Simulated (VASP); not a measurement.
Band structure of RbBr (space group Pm-3m). Level of theory: r2SCAN meta-GGA, VASP's PBE PAW potentials (set 64) (plane waves; VASP 6.6.1).

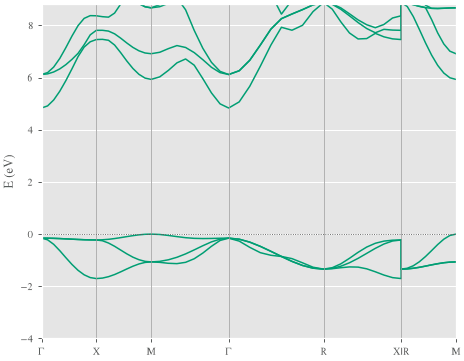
Figure: Bands along high-symmetry lines, zero at the valence-band maximum or, without a gap, the Fermi level

Read the plot: is there a gap, and where are the band edges?

The gap is indirect, 4.83 eV, from the valence maximum at M to the conduction minimum at Γ.

The structure comes from a computed database's RbBr entry (Pm-3m); how it stands against other phases isn't given here. The cell was not relaxed at this level.
